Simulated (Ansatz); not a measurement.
```xyz
24

C    -0.6716    1.4107   -0.4100
N     0.1966    1.0098    0.7563
C     1.5164    0.4941    0.2408
C    -0.4925   -0.0818    1.5358
C     0.4297    2.1934    1.6419
H    -0.8679    0.5113   -1.0212
H    -1.6165    1.8238   -0.0127
H    -0.1331    2.1740   -1.0003
H     2.0145    1.3084   -0.3158
H     2.1309    0.1850    1.1055
H     1.3170   -0.3645   -0.4250
H    -1.4695    0.3004    1.8816
H    -0.6310   -0.9504    0.8674
H     0.1453   -0.3503    2.3973
H    -0.5412    2.5519    2.0293
H     0.9183    2.9934    1.0562
H     1.0814    1.8942    2.4832
F    -1.5353   -2.4060   -3.4923
Sb   -0.4851   -2.5020   -1.8749
F    -1.3641   -4.1122   -1.2745
F    -1.8260   -1.4012   -0.9212
F     0.9442   -3.4759   -2.7328
F     0.5525   -2.4217   -0.1925
F     0.3872   -0.7843   -2.3220
```

Geometry: PBE-D4/def2-SVP; core potentials replace the inner electrons of Sb.

These are results of Ansatz, RKS PBE0-D4/def2-TZVP, not measurements.

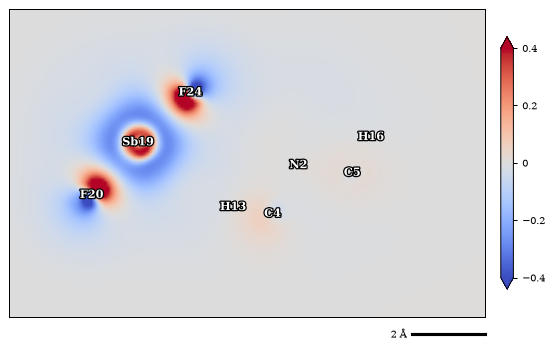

C$_{4}$H$_{12}$N···F$_{6}$Sb (tetramethylammonium hexafluoroantimonate). The LUMO on the plane of atoms N2, C4 and H13 (values in Å⁻³ᐟ²; the overall sign is arbitrary).

Where does this orbital lie, and at what energy?

By Hirshfeld shares it lies mainly on Sb19 (about 35 %), F22 (about 10 %), F20 (about 10 %), F18 (about 10 %), F24 (about 10 %), F21 (about 10 %) and F23 (about 10 %). Its energy is −1.87 eV.
